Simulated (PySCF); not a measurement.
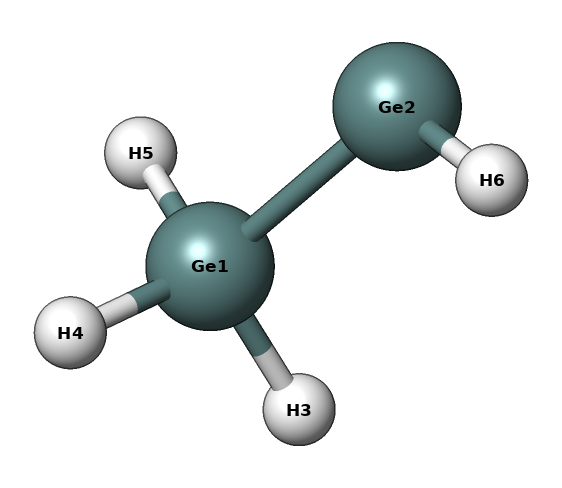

Every bond is drawn as one stick. State: neutral, triplet. The computed structure is the end point of a PBE0/def2-TZVP optimisation. Method: PBE0/def2-TZVP (PySCF 2.14.0).

List the Mayer bond orders of Ge1–Ge2, Ge1–H3, Ge1–H5, Ge2–H6 (one bond of each equivalent set).

```tsv
bond	Mayer order	length (Å)
Ge1–Ge2	0.97	2.423
Ge1–H3	0.93	1.540
Ge1–H5	0.94	1.535
Ge2–H6	0.91	1.550
```

This isn't the lowest structure that the search found: a singlet minimum of C2h symmetry lies 73 kJ/mol lower at the level of the geometry.
